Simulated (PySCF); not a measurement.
Mg(Br)(OH), SMILES [Br][Mg][OH] at its CAM-B3LYP/def2-SVP optimised geometry (Å):

```
4

Mg    -0.1821     0.0054     0.0000
Br    -2.5168     0.0107    -0.0104
O      1.5644     0.0054     0.0000
H      2.5168    -0.0107     0.0215
```

Calculation: CAM-B3LYP/def2-TZVP run with PySCF.

Map of the log10 of the electron density (e/bohr³), floored at −4 on the plane z = 1.2 Å:

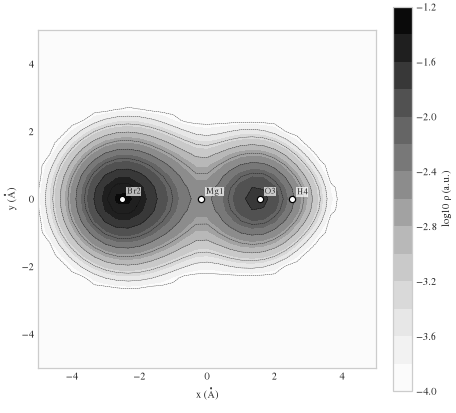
Figure: Log10 of the electron density (e/bohr³), floored at −4 on the plane z = 1.2 Å.
